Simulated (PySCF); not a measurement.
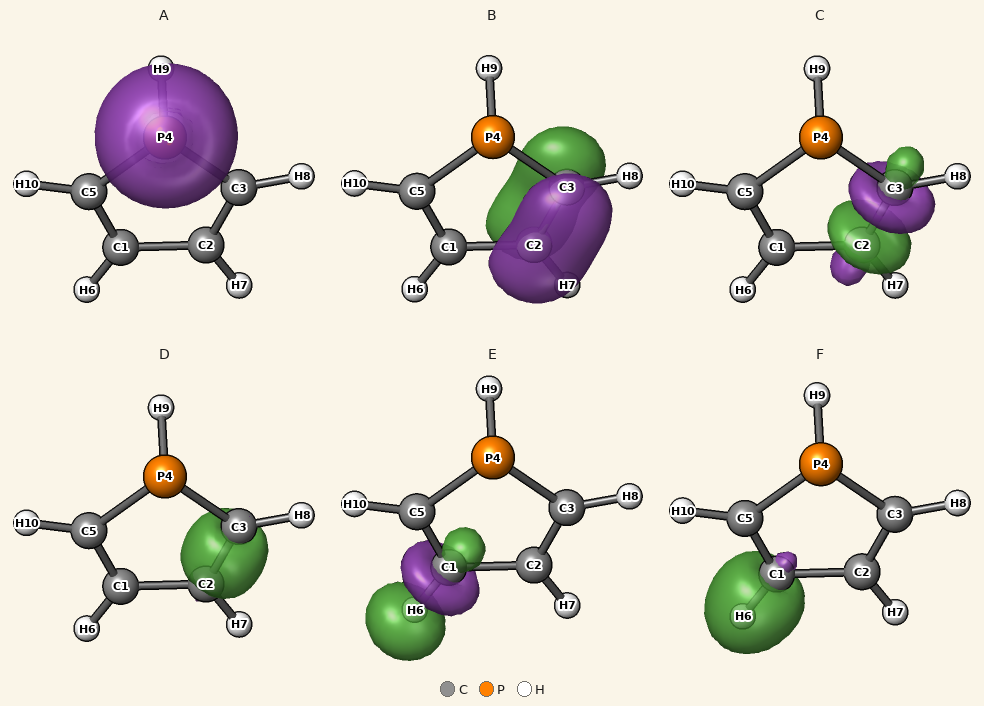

Figure 1: C$_{4}$H$_{5}$P, SMILES `c1cc[pH]c1`. Intrinsic bond orbitals (IBO), occupied and valence-virtual; each surface holds about 70 % of the orbital's density. Energies are diagonal elements of the Fock matrix.

Method: PBE0/def2-TZVP; geometry: GFN2-xTB; program: PySCF. No frequency check shows the geometry to be a minimum. GFN2-xTB bond lengths at metals and heavier atoms can be off by up to 0.1 Å and shapes distorted, which carries into these values.

Cartesian coordinates (Å):

```
C1      -1.2802   -0.7192   -0.0014
C2      -1.2803    0.7191   -0.0014
C3      -0.0501    1.2648    0.0299
P4       1.2285    0.0000   -0.1086
C5      -0.0500   -1.2647    0.0299
H6      -2.1979   -1.2863   -0.0019
H7      -2.1980    1.2861   -0.0019
H8       0.1652    2.3196    0.0270
H9       1.6012    0.0001    1.2365
H10      0.1655   -2.3196    0.0270
```

Question: Identify each orbital.

Answer: By panel:
- A: lone pair on P4 (sp1-type) (P4 95 %; −9.8 eV)
- B: π bond C3–C2 (C3 49 %, C2 46 %; −8.3 eV)
- C: σ* orbital C2–C3 (C2 50 %, C3 50 %; 16.6 eV)
- D: σ bond C3–C2 (C3 50 %, C2 50 %; −17.5 eV)
- E: σ* orbital H6–C1 (H6 58 %, C1 41 %; 10.7 eV)
- F: σ bond C1–H6 (C1 58 %, H6 41 %; −14.1 eV)

Question: How do all the valence pairs divide up?

Answer: 13 pairs: 10 σ bonds, 2 two-centre π bonds and 1 lone pair.
